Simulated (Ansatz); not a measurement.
| atom | x (Å) | y (Å) | z (Å) |
| --- | --- | --- | --- |
| F | 0.9561 | -2.8913 | 1.4899 |
| Au | 0.4128 | -1.2482 | 0.6432 |
| P | -0.1893 | 0.5725 | -0.2950 |
| F | -1.3629 | 0.5174 | -1.2937 |
| F | 0.8502 | 1.3221 | -1.1524 |
| F | -0.6669 | 1.7276 | 0.6081 |

Geometry: PBE0-D4/def2-TZVP; core potentials replace the inner electrons of Au.

Method: Ansatz, RKS PBE0-D4/def2-TZVPP.

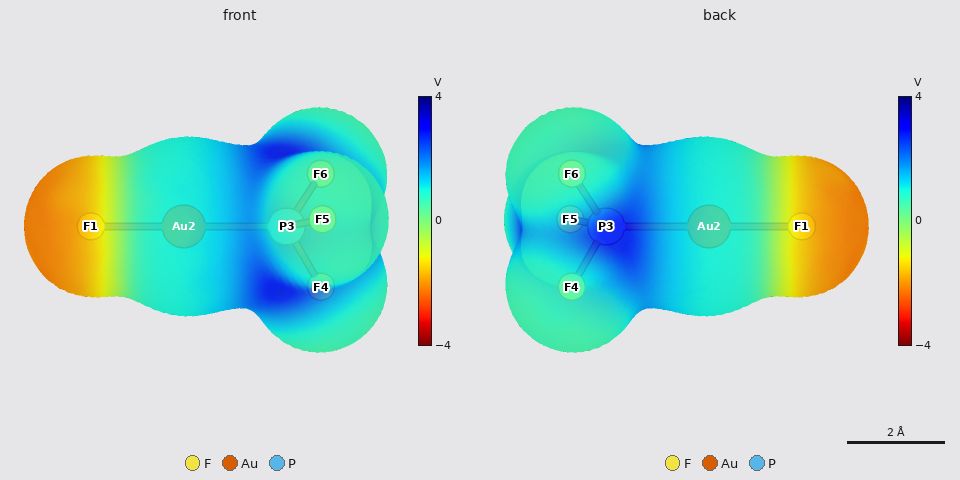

AuF4P (SMILES [F][Au-][P+](F)(F)F). The electrostatic potential painted on the density surface at 0.004 e/bohr³, seen from the front and from behind; red is negative and blue positive.

Describe the electrostatic potential map.

The most negative region (about −2.2 V) lies over F1, the most positive (about +3.1 V) over P3.
